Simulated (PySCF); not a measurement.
# CH₇AlSi: electronic excitations at several levels of theory, part 1 of 2

Aim: compute the electronic excitations of CH₇AlSi (`[AlH2][CH2][SiH3]`) at several levels, and see how far they spread and what each costs.

The runs use PySCF 2.14.0, with density-fitted response routines of our own; the level of theory stands in each step. All values are computed, except where a source is named. Atoms count from 0, in the outputs and in this text.

## 1. The molecule as given

10 atoms, charge 0, multiplicity 1; geometry from: PBE0-D3(BJ)/def2-SVP.

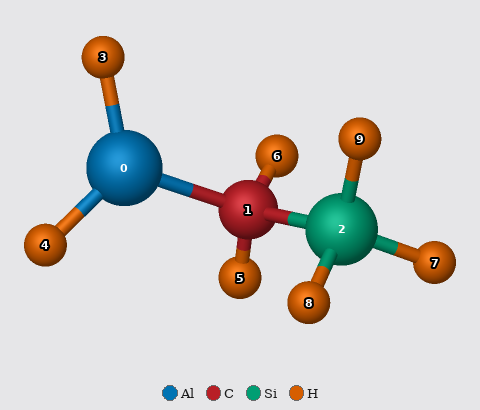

The starting geometry (aluminium blue, carbon red, silicon teal, hydrogen orange), atoms numbered.

## 2. TDDFT and polarisability: wB97X-D/def2-SVPD

What the job is given:

```
{"job": {"kind": "uv", "xc": "wB97X-D", "basis": "def2-SVPD", "ip": true}, "charge": 0, "multiplicity": 1}
Al     1.629324     0.708356    -0.121324
C      0.183763    -0.602797    -0.209428
Si    -1.323037    -0.181532     0.828639
H      2.745275     0.589368     1.006805
H      1.676442     1.904091    -1.170112
H     -0.157430    -0.709051    -1.254718
H      0.548877    -1.587826     0.132286
H     -2.405408    -1.208183     0.708306
H     -1.894640     1.139677     0.413735
H     -0.948899    -0.074361     2.275056
```

With the program's defaults for keys left out, this is: TDDFT wB97X-D/def2-SVPD, vertical, gas phase, core orbitals frozen in the response.

The run is started by

```console
OMP_NUM_THREADS=1 python probes_run.py task.json out
```

One launch serves the whole session: the jobs run in the order shown.

Log:

```text
coarse grid: 8680 points
cycle   1  E = -573.9011434504  dE = -2.525e-01  |g| = 2.888e-01  |ddm| = 3.032e+00
cycle   2  E = -573.9155498142  dE = -1.441e-02  |g| = 2.016e-01  |ddm| = 6.128e-01
cycle   3  E = -573.9264713331  dE = -1.092e-02  |g| = 3.399e-02  |ddm| = 2.573e-01
cycle   4  E = -573.9268963946  dE = -4.251e-04  |g| = 5.825e-03  |ddm| = 9.307e-02
cycle   5  E = -573.9269123809  dE = -1.599e-05  |g| = 1.049e-03  |ddm| = 2.129e-02
cycle   6  E = -573.9269131230  dE = -7.421e-07  |g| = 3.084e-04  |ddm| = 4.891e-03
final grid: 72632 points
cycle   7  E = -574.0067584279  dE = -3.503e-05  |g| = 2.678e-03  |ddm| = 6.914e-02
cycle   8  E = -574.0067596260  dE = -1.198e-06  |g| = 1.956e-03  |ddm| = 9.053e-03
cycle   9  E = -574.0067606297  dE = -1.004e-06  |g| = 3.085e-04  |ddm| = 2.427e-03
cycle  10  E = -574.0067606681  dE = -3.836e-08  |g| = 7.317e-05  |ddm| = 9.325e-04
cycle  11  E = -574.0067606709  dE = -2.777e-09  |g| = 1.555e-05  |ddm| = 2.394e-04
cycle  12  E = -574.0067606711  dE = -2.212e-10  |g| = 4.346e-06  |ddm| = 5.556e-05
converged SCF energy = -574.0067606711

Static polarisability (au): isotropic 70.158, principal 63.088 65.193 82.193

Singlet excitations
state   eV       nm        f      main configurations
  1   5.4233    228.6   0.00942   H->L 0.95
  2   5.5211    224.6   0.00002   H-1->L 0.98
  3   7.1584    173.2   0.01764   H-2->L 0.90
  4   7.3713    168.2   0.08061   H->L+1 0.76, H->L+2 0.18
  5   7.5095    165.1   0.00145   H-3->L 0.90
  6   7.9089    156.8   0.01350   H-1->L+1 0.63, H-1->L+2 0.19, H-1->L+6 0.09
  7   8.0148    154.7   0.00394   H->L+3 0.86
  8   8.2839    149.7   0.13123   H-1->L+2 0.64, H-1->L+1 0.23
  9   8.2951    149.5   0.20713   H-4->L 0.76
 10   8.4220    147.2   0.09434   H->L+5 0.36, H-1->L+3 0.31, H-1->L+4 0.09

Triplet excitations (Tamm-Dancoff, eV): 5.1400 5.1692 6.8747 6.9611
Vertical ionisation energy (delta-SCF) = 10.2089 eV
```

Wall time 30 s (1 thread of Arm Neoverse V1, shared host); peak memory 0.59 GiB.

Frontier orbitals and where they lie:

```
orbital      eV                        atoms
 HOMO−3  -11.34   Si2 38 %, H9 24 %, H8 23 %
 HOMO−2  -11.18   Si2 32 %, C1 31 %, H8 11 %
 HOMO−1  -10.33   Al0 38 %, H3 28 %, H4 28 %
   HOMO   -9.95  C1 38 %, Al0 21 %, Si2 11 %
   LUMO    0.18    Al0 57 %, C1 11 %, H3 9 %
 LUMO+1    1.56   Al0 57 %, Si2 13 %, C1 7 %
 LUMO+2    2.16   Al0 47 %, C1 13 %, H3 10 %
```

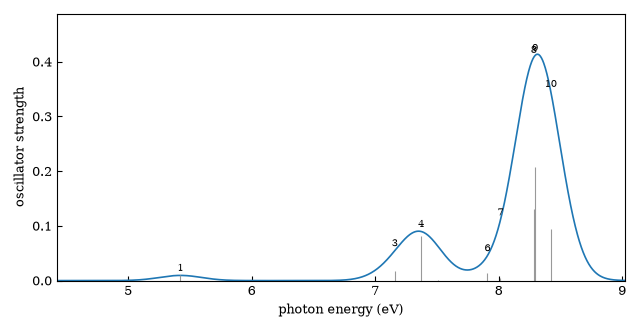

Absorption spectrum from the 10 singlet states computed; above the last one it falls off for lack of states. Lines are broadened to a width of 0.40 eV (Gaussian).

Ground-state properties from the same run:

```
           property  computed
  dipole moment (D)      1.00
polarisability (Å³)     10.40
 HOMO–LUMO gap (eV)     10.13
      −ε(HOMO) (eV)      9.95
```

## 3. TDDFT and polarisability: LC-wPBE/def2-SVPD

Same as in step 2 but for these lines:

```diff
@@ -1,2 +1,2 @@
-{"job": {"kind": "uv", "xc": "wB97X-D", "basis": "def2-SVPD", "ip": true}, "charge": 0, "multiplicity": 1}
+{"job": {"kind": "uv", "xc": "LC-wPBE", "basis": "def2-SVPD", "ip": true}, "charge": 0, "multiplicity": 1}
 Al     1.629324     0.708356    -0.121324
```

Level: TDDFT LC-wPBE/def2-SVPD, vertical, gas phase, core orbitals frozen in the response.

Log:

```text
coarse grid: 8680 points
cycle   1  E = -573.7022592938  dE = -2.597e-01  |g| = 2.640e-01  |ddm| = 3.022e+00
cycle   2  E = -573.7225657098  dE = -2.031e-02  |g| = 1.341e-01  |ddm| = 4.921e-01
cycle   3  E = -573.7274878381  dE = -4.922e-03  |g| = 4.165e-02  |ddm| = 2.208e-01
cycle   4  E = -573.7281017637  dE = -6.139e-04  |g| = 5.988e-03  |ddm| = 1.041e-01
cycle   5  E = -573.7281170216  dE = -1.526e-05  |g| = 1.103e-03  |ddm| = 2.335e-02
cycle   6  E = -573.7281181326  dE = -1.111e-06  |g| = 3.020e-04  |ddm| = 5.766e-03
final grid: 72632 points
cycle   7  E = -573.8275064241  dE = -1.258e-05  |g| = 2.538e-03  |ddm| = 2.820e-02
cycle   8  E = -573.8275072461  dE = -8.220e-07  |g| = 1.807e-03  |ddm| = 5.121e-03
cycle   9  E = -573.8275081387  dE = -8.926e-07  |g| = 1.747e-04  |ddm| = 1.982e-03
cycle  10  E = -573.8275081300  dE =  8.699e-09  |g| = 5.208e-05  |ddm| = 5.856e-04
cycle  11  E = -573.8275081340  dE = -3.980e-09  |g| = 1.103e-05  |ddm| = 2.146e-04
cycle  12  E = -573.8275081341  dE = -1.110e-10  |g| = 2.903e-06  |ddm| = 4.096e-05
converged SCF energy = -573.8275081341

Static polarisability (au): isotropic 68.237, principal 61.613 63.622 79.477

Singlet excitations
state   eV       nm        f      main configurations
  1   5.7397    216.0   0.00942   H->L 0.90
  2   5.7594    215.3   0.00005   H-1->L 0.96
  3   7.7182    160.6   0.03863   H-2->L 0.80
  4   7.8346    158.3   0.07995   H->L+1 0.48, H->L+2 0.34
  5   8.1869    151.4   0.00105   H-3->L 0.78
  6   8.3448    148.6   0.01623   H-1->L+2 0.47, H-1->L+1 0.21, H-1->L+6 0.12
  7   8.4980    145.9   0.00994   H->L+3 0.65, H->L+4 0.20
  8   8.7133    142.3   0.21864   H-1->L+1 0.47, H-1->L+2 0.23, H-1->L+4 0.12
  9   8.8632    139.9   0.05501   H->L+5 0.31, H-1->L+3 0.21, H-1->L+1 0.14
 10   8.8828    139.6   0.10454   H-2->L+1 0.14, H-2->L+2 0.13, H-4->L 0.11

Triplet excitations (Tamm-Dancoff, eV): 5.1378 5.2778 7.1680 7.3721
Vertical ionisation energy (delta-SCF) = 10.4117 eV
```

Wall time 34 s (1 thread of Arm Neoverse V1, shared host); peak memory 0.57 GiB.

In short: HOMO -10.80 eV, LUMO 0.53 eV; lowest singlet 5.74 eV.

## 4. Ultraviolet spectrum: PBE0/6-31G*

Same as in step 3 but for these lines:

```diff
@@ -1,2 +1,2 @@
-{"job": {"kind": "uv", "xc": "LC-wPBE", "basis": "def2-SVPD", "ip": true}, "charge": 0, "multiplicity": 1}
+{"job": {"kind": "uv", "xc": "PBE0", "basis": "6-31G*"}, "charge": 0, "multiplicity": 1}
 Al     1.629324     0.708356    -0.121324
```

With the program's defaults for keys left out, this is: TDDFT PBE0/6-31G*, vertical, gas phase, core orbitals frozen in the response.

Log:

```text
coarse grid: 8680 points
cycle   1  E = -573.8872464903  dE = -2.157e-01  |g| = 3.708e-01  |ddm| = 2.457e+00
cycle   2  E = -573.8678290509  dE =  1.942e-02  |g| = 4.411e-01  |ddm| = 6.995e-01
cycle   3  E = -573.9235768750  dE = -5.575e-02  |g| = 3.505e-02  |ddm| = 4.402e-01
cycle   4  E = -573.9240238019  dE = -4.469e-04  |g| = 4.160e-03  |ddm| = 5.371e-02
cycle   5  E = -573.9240309192  dE = -7.117e-06  |g| = 7.295e-04  |ddm| = 8.201e-03
final grid: 72632 points
cycle   6  E = -573.8849883107  dE = -3.390e-06  |g| = 4.537e-03  |ddm| = 9.113e-03
cycle   7  E = -573.8849837083  dE =  4.602e-06  |g| = 6.110e-03  |ddm| = 9.444e-03
cycle   8  E = -573.8849940741  dE = -1.037e-05  |g| = 1.004e-04  |ddm| = 5.421e-03
cycle   9  E = -573.8849940781  dE = -4.001e-09  |g| = 3.088e-05  |ddm| = 2.188e-04
cycle  10  E = -573.8849940784  dE = -3.215e-10  |g| = 5.655e-06  |ddm| = 4.459e-05
converged SCF energy = -573.8849940784

Static polarisability (au): isotropic 56.653, principal 47.538 53.102 69.319

Singlet excitations
state   eV       nm        f      main configurations
  1   5.1686    239.9   0.01199   H->L 0.98
  2   5.4415    227.8   0.00000   H-1->L 1.00
  3   6.6919    185.3   0.01452   H-2->L 0.98
  4   6.9093    179.4   0.00016   H-3->L 0.99
  5   7.3665    168.3   0.11064   H->L+1 0.86, H-4->L 0.12
  6   7.6255    162.6   0.22619   H-4->L 0.84, H->L+1 0.12
  7   7.8515    157.9   0.00005   H-1->L+1 0.96
  8   8.5508    145.0   0.09705   H-2->L+1 0.81, H->L+2 0.12
  9   8.6400    143.5   0.10132   H->L+2 0.86, H-2->L+1 0.11
 10   8.6618    143.1   0.00117   H-3->L+1 0.80, H->L+3 0.15

Triplet excitations (Tamm-Dancoff, eV): 4.8172 4.9816 6.4201 6.7622
```

Run time: 3.1 s. Hardware: 1 thread of Arm Neoverse V1, shared host; peak memory 0.38 GiB.

In short: HOMO -7.98 eV, LUMO -1.42 eV; lowest singlet 5.17 eV.

## 5. TDDFT and polarisability: PBE0/def2-SVP

Same as in step 4 but for these lines:

```diff
@@ -1,2 +1,2 @@
-{"job": {"kind": "uv", "xc": "PBE0", "basis": "6-31G*"}, "charge": 0, "multiplicity": 1}
+{"job": {"kind": "uv", "xc": "PBE0", "basis": "def2-SVP"}, "charge": 0, "multiplicity": 1}
 Al     1.629324     0.708356    -0.121324
```

Method: TDDFT PBE0/def2-SVP, vertical, gas phase, core orbitals frozen in the response.

Log:

```text
coarse grid: 8680 points
cycle   1  E = -573.6166756648  dE = -2.330e-01  |g| = 3.553e-01  |ddm| = 2.779e+00
cycle   2  E = -573.6007106318  dE =  1.597e-02  |g| = 4.182e-01  |ddm| = 7.295e-01
cycle   3  E = -573.6506191355  dE = -4.991e-02  |g| = 3.826e-02  |ddm| = 4.426e-01
cycle   4  E = -573.6511449646  dE = -5.258e-04  |g| = 4.845e-03  |ddm| = 6.065e-02
cycle   5  E = -573.6511537038  dE = -8.739e-06  |g| = 1.007e-03  |ddm| = 9.395e-03
final grid: 72632 points
cycle   6  E = -573.7262314694  dE = -4.362e-06  |g| = 4.286e-03  |ddm| = 1.248e-02
cycle   7  E = -573.7262273737  dE =  4.096e-06  |g| = 5.733e-03  |ddm| = 9.310e-03
cycle   8  E = -573.7262365793  dE = -9.206e-06  |g| = 1.568e-04  |ddm| = 5.479e-03
cycle   9  E = -573.7262365885  dE = -9.136e-09  |g| = 2.881e-05  |ddm| = 2.585e-04
cycle  10  E = -573.7262365888  dE = -2.891e-10  |g| = 6.286e-06  |ddm| = 5.258e-05
converged SCF energy = -573.7262365888

Static polarisability (au): isotropic 61.253, principal 51.584 58.541 73.634

Singlet excitations
state   eV       nm        f      main configurations
  1   5.2240    237.3   0.01168   H->L 0.98
  2   5.3958    229.8   0.00001   H-1->L 1.00
  3   6.7113    184.7   0.00946   H-2->L 0.98
  4   6.8622    180.7   0.00015   H-3->L 0.99
  5   7.4161    167.2   0.03180   H->L+1 0.75, H-4->L 0.23
  6   7.6126    162.9   0.22427   H-4->L 0.73, H->L+1 0.23
  7   7.8533    157.9   0.00034   H-1->L+1 0.94
  8   8.4837    146.1   0.01149   H->L+2 0.86, H-2->L+1 0.12
  9   8.5371    145.2   0.00549   H->L+3 0.85, H-3->L+1 0.08
 10   8.6166    143.9   0.15008   H-2->L+1 0.80, H->L+2 0.12

Triplet excitations (Tamm-Dancoff, eV): 4.8648 4.9276 6.4396 6.7880
```

Run time: 4.1 s. Hardware: 1 thread of Arm Neoverse V1, shared host; peak memory 0.43 GiB.

In short: HOMO -8.09 eV, LUMO -1.46 eV; lowest singlet 5.22 eV.

(Continued in part 2 of 2.)
